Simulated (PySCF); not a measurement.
**CH8O2Si2 (SMILES CO[SiH](O)[SiH3]) at 5 levels**

Aim: a comparison of 5 runs (HF/def2-SVPD, B3LYP/6-31G*, CAM-B3LYP/pcseg-1, PBE0/def2-SVP, CCSD/6-31+G*) of CH8O2Si2. Input form: a Python script.

The calculation is run with PySCF 2.14.0.

### Step 1. The molecule

The species is CH8O2Si2 (13 atoms), meant as a singlet with charge 0. SMILES: `CO[SiH](O)[SiH3]`. The coordinates come from a PBE0-D4/def2-TZVP relaxation. This is one conformer, not always the lowest.

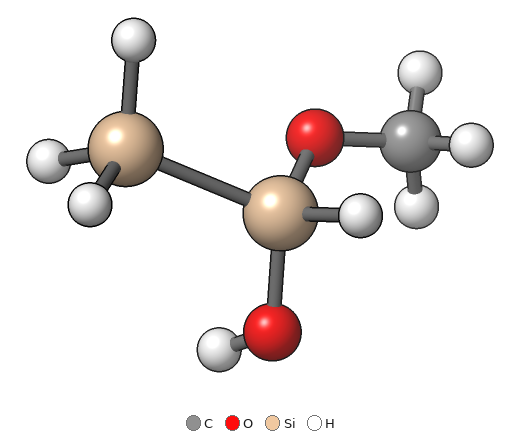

Viewed from a chosen angle; carbon grey, oxygen red, silicon light orange, hydrogen white.

### Step 2. Energy and gradient at HF/def2-SVPD (run 1)

Input file job.py:

```python
import pyscf.grad
from pyscf import gto

system = gto.M(
    atom='''
C     -2.567760     2.948351    -1.999330
O     -1.742327     1.036515    -0.332592
Si     1.193362     0.057070    -0.156847
O      2.166193    -1.362115    -2.754465
Si     1.252699    -2.645239     3.349351
H     -4.457486     3.539268    -1.423342
H     -1.313927     4.596003    -1.941316
H     -2.652042     2.254065    -3.945559
H      2.913769     2.270695     0.040629
H      1.437137    -2.971783    -3.151874
H     -0.298955    -4.934453     2.818338
H      0.225633    -1.370807     5.633463
H      3.882631    -3.483710     3.891513
''',
    max_memory=1860,
    spin=0,
    basis='def2-svpd',
    unit='bohr',
    verbose=3,
)

mf = system.RHF()
mf.conv_tol = 1e-10
mf.kernel()
if not mf.converged:
    mf = mf.newton().run(mf.mo_coeff, mf.mo_occ)

energy = mf.e_tot
print('E(%s) = %.9f' % ('HF', energy))
grad = mf.Gradients().kernel()
dip = mf.dip_moment()
pop, q = mf.mulliken_pop()
```

Run with:

```sh
$ OMP_NUM_THREADS=1 python job.py
```

Log:

```text
converged SCF energy = -769.876562295691
[... 9 lines left out ...]
Dipole moment(X, Y, Z, Debye): -0.83698,  0.00638, -0.65323
[... 153 lines left out ...]
pop of  9 H 3py           0.00194
pop of  9 H 3pz          -0.00716
pop of  10 H 1s           0.73755
pop of  10 H 2s           0.28630
pop of  10 H 2px          0.00325
pop of  10 H 2py          0.00652
pop of  10 H 2pz          0.00106
pop of  10 H 3px         -0.00581
pop of  10 H 3py         -0.01330
pop of  10 H 3pz         -0.00672
pop of  11 H 1s           0.73700
pop of  11 H 2s           0.27168
pop of  11 H 2px          0.00179
pop of  11 H 2py          0.00250
pop of  11 H 2pz          0.00671
pop of  11 H 3px         -0.00464
pop of  11 H 3py         -0.00592
pop of  11 H 3pz         -0.01260
pop of  12 H 1s           0.73845
pop of  12 H 2s           0.27254
pop of  12 H 2px          0.00823
pop of  12 H 2py          0.00151
pop of  12 H 2pz          0.00112
pop of  12 H 3px         -0.00086
pop of  12 H 3py         -0.00910
pop of  12 H 3pz         -0.01001
 ** Mulliken atomic charges  **
charge of    0C =      0.69088
charge of    1O =     -1.20156
charge of    2Si =      1.56892
charge of    3O =     -0.96884
charge of    4Si =     -0.11796
charge of    5H =     -0.07520
charge of    6H =      0.00110
charge of    7H =     -0.01028
charge of    8H =     -0.12882
charge of    9H =      0.24903
charge of   10H =     -0.00885
charge of   11H =      0.00348
charge of   12H =     -0.00189
```

Run time: 81 s. Hardware: 1 thread of Intel Xeon at 2.70GHz, shared host; peak memory 1.1 GiB.

### Step 3. Energy and forces at B3LYP/6-31G(d) (Cartesian functions) (run 2)

Input file input.py:

```python
from pyscf import gto, dft

mol = gto.M(
    atom='''
C       -1.358800       1.560200      -1.058000
O       -0.922000       0.548500      -0.176000
Si       0.631500       0.030200      -0.083000
O        1.146300      -0.720800      -1.457600
Si       0.662900      -1.399800       1.772400
H       -2.358800       1.872900      -0.753200
H       -0.695300       2.432100      -1.027300
H       -1.403400       1.192800      -2.087900
H        1.541900       1.201600       0.021500
H        0.760500      -1.572600      -1.667900
H       -0.158200      -2.611200       1.491400
H        0.119400      -0.725400       2.981100
H        2.054600      -1.843500       2.059300
''',
    max_memory=1860,
    verbose=3,
    charge=0,
    spin=0,
    basis='6-31g*',
    cart=True,
)

mf = dft.RKS(mol, xc='b3lyp')
mf.grids.level = 5
mf.conv_tol = 1e-10
mf.kernel()
if not mf.converged:
    mf = mf.newton().run(mf.mo_coeff, mf.mo_occ)

energy = mf.e_tot
print('E = %.10f Eh' % energy)
grad = mf.nuc_grad_method().kernel()
dip = mf.dip_moment()
pop, q = mf.mulliken_pop()
```

Run with:

```sh
$ OMP_NUM_THREADS=1 python input.py
```

Log:

```text
converged SCF energy = -772.415939462972
[... 9 lines left out ...]
Dipole moment(X, Y, Z, Debye): -0.85457, -0.06876, -0.90347
[... 74 lines left out ...]
pop of  4 Si 3pz          0.69046
pop of  4 Si 4px          0.14378
pop of  4 Si 4py          0.17538
pop of  4 Si 4pz          0.17972
pop of  4 Si 3dxx         0.02004
pop of  4 Si 3dxy         0.03044
pop of  4 Si 3dxz         0.01329
pop of  4 Si 3dyy         0.00497
pop of  4 Si 3dyz         0.02917
pop of  4 Si 3dzz         0.01129
pop of  5  H 1s           0.53442
pop of  5  H 2s           0.30733
pop of  6  H 1s           0.53346
pop of  6  H 2s           0.31955
pop of  7  H 1s           0.53409
pop of  7  H 2s           0.31371
pop of  8  H 1s           0.51567
pop of  8  H 2s           0.59511
pop of  9  H 1s           0.47187
pop of  9  H 2s           0.10986
pop of  10  H 1s          0.50725
pop of  10  H 2s          0.55110
pop of  11  H 1s          0.50688
pop of  11  H 2s          0.54661
pop of  12  H 1s          0.50725
pop of  12  H 2s          0.55094
 ** Mulliken atomic charges  **
charge of    0C =     -0.19585
charge of    1O =     -0.53988
charge of    2Si =      0.76395
charge of    3O =     -0.68140
charge of    4Si =      0.05831
charge of    5H =      0.15825
charge of    6H =      0.14699
charge of    7H =      0.15220
charge of    8H =     -0.11079
charge of    9H =      0.41826
charge of   10H =     -0.05835
charge of   11H =     -0.05349
charge of   12H =     -0.05820
```

It took 95 s on 1 thread of Intel Xeon at 2.70GHz, shared host; peak memory 0.98 GiB.

Runs 3 to 4 aren't shown in full; the table further down has their settings and results.

### Step 4. The energy at CCSD/6-31+G(d) (spherical functions) (run 5)

Input file input.py:

```python
from pyscf import gto, scf, cc

molecule = gto.M(
    atom='''
C       -1.358800       1.560200      -1.058000
O       -0.922000       0.548500      -0.176000
Si       0.631500       0.030200      -0.083000
O        1.146300      -0.720800      -1.457600
Si       0.662900      -1.399800       1.772400
H       -2.358800       1.872900      -0.753200
H       -0.695300       2.432100      -1.027300
H       -1.403400       1.192800      -2.087900
H        1.541900       1.201600       0.021500
H        0.760500      -1.572600      -1.667900
H       -0.158200      -2.611200       1.491400
H        0.119400      -0.725400       2.981100
H        2.054600      -1.843500       2.059300
''',
    verbose=4,
    max_memory=1860,
    basis='6-31+g*',
    spin=0,
)

myscf = scf.RHF(molecule)
myscf.conv_tol = 1e-10
myscf.kernel()
if not myscf.converged:
    myscf = myscf.newton().run(myscf.mo_coeff, myscf.mo_occ)

mycc = cc.CCSD(myscf, frozen=13)
mycc.kernel()
etot = mycc.e_tot
print('E = %.10f Eh' % etot)
myscf.analyze()
```

Run with:

```sh
$ OMP_NUM_THREADS=1 python input.py
```

Log:

```text
PySCF version 2.14.0

[... 82 lines left out ...]
Init t2, MP2 energy = -770.803192552051  E_corr(MP2) -0.651564945780208
[... 27 lines left out ...]
MO #4   energy= -20.5654734623153  occ= 2
[... 10 lines left out ...]
MO #15  energy= -1.345129573691    occ= 2
[... 10 lines left out ...]
MO #26  energy= -0.482157678983236 occ= 2
[... 10 lines left out ...]
MO #37  energy= 0.11653357680201   occ= 0
[... 10 lines left out ...]
MO #48  energy= 0.295272779775976  occ= 0
[... 10 lines left out ...]
MO #59  energy= 0.441972725648891  occ= 0
[... 10 lines left out ...]
MO #70  energy= 0.81135129047073   occ= 0
[... 10 lines left out ...]
MO #81  energy= 1.16942283938491   occ= 0
[... 10 lines left out ...]
MO #92  energy= 1.5255363510803    occ= 0
[... 10 lines left out ...]
MO #103 energy= 2.12203547269513   occ= 0
[... 10 lines left out ...]
MO #114 energy= 3.18074917520835   occ= 0
[... 91 lines left out ...]
pop of  4 Si 4pz          0.01195
pop of  4 Si 5px          0.00086
pop of  4 Si 5py          0.00069
pop of  4 Si 5pz          0.00087
pop of  4 Si 3dxy         0.01089
pop of  4 Si 3dyz         0.01517
pop of  4 Si 3dz^2        0.00955
pop of  4 Si 3dxz         0.00463
pop of  4 Si 3dx2-y2      0.00871
pop of  5 H 1s            0.89011
pop of  5 H 2s            0.00891
pop of  6 H 1s            0.91174
pop of  6 H 2s            0.00794
pop of  7 H 1s            0.90514
pop of  7 H 2s            0.00822
pop of  8 H 1s            1.16110
pop of  8 H 2s            0.00210
pop of  9 H 1s            0.64043
pop of  9 H 2s            0.01601
pop of  10 H 1s           1.11761
pop of  10 H 2s           0.00129
pop of  11 H 1s           1.11020
pop of  11 H 2s           0.00131
pop of  12 H 1s           1.11843
pop of  12 H 2s           0.00136
 ** Mulliken atomic charges  **
charge of    0C =     -0.01761
charge of    1O =     -0.70475
charge of    2Si =      1.11708
charge of    3O =     -0.80239
charge of    4Si =      0.30955
charge of    5H =      0.10098
charge of    6H =      0.08033
charge of    7H =      0.08664
charge of    8H =     -0.16319
charge of    9H =      0.34356
charge of   10H =     -0.11889
charge of   11H =     -0.11151
charge of   12H =     -0.11979
Dipole moment(X, Y, Z, Debye): -0.91937,  0.02685, -0.69546
```

Run time: 61 s. Hardware: 1 thread of Intel Xeon at 2.70GHz, shared host; peak memory 0.93 GiB.

### Step 5. Overview of the runs

| run | level | Cartesian functions | integration grid | energy (Eh) | dipole moment (D) of the reference | HOMO energy (eV) | LUMO energy (eV) | wall time |
| --- | --- | --- | --- | --- | --- | --- | --- | --- |
| 1 | HF/def2-SVPD | no | – | -769.876562 | 1.06 | -10.81 | 2.14 | 81 s |
| 2 | B3LYP/6-31G* (Cartesian functions) | yes | 5 | -772.415939 | 1.25 | -7.52 | 0.20 | 95 s |
| 3 | CAM-B3LYP/pcseg-1 | no | 5 | -772.296586 | 1.14 | -9.22 | 1.07 | 3.4 min |
| 4 | PBE0/def2-SVP | no | 5 | -771.624788 | 1.31 | -7.81 | 0.31 | 1.9 min |
| 5 | CCSD/6-31+G* (spherical functions) | no | – | -770.856159 | 1.15 | -10.83 | 1.75 | 61 s |

### Step 6. Results

| quantity | value |
| --- | --- |
| run 5: total energy | -770.85616 Eh |
| run 5: dipole moment (Hartree–Fock density) | 1.15 D |
| run 5: HOMO energy (Hartree–Fock orbitals) | -10.83 eV |
| run 5: LUMO energy (Hartree–Fock orbitals) | 1.75 eV |
| run 5: HOMO–LUMO gap (Hartree–Fock orbitals) | 12.58 eV |
| run 5: correlation energy (13 core orbitals frozen) | -704.5 mEh |
| run 5: T1 diagnostic | 0.014 |

In words: Over runs 1, 2, 3, 4 the dipole moment (its size) runs from 1.06 D (HF/def2-SVPD) to 1.31 D (PBE0/def2-SVP). The two ends differ in method and basis. Over runs 1, 2, 3, 4 the HOMO–LUMO gap runs from 7.72 eV (B3LYP/6-31G*) to 12.94 eV (HF/def2-SVPD). Totals of different functionals can't be ranked against each other. All runs together took 9.3 min, the longest 3.4 min.
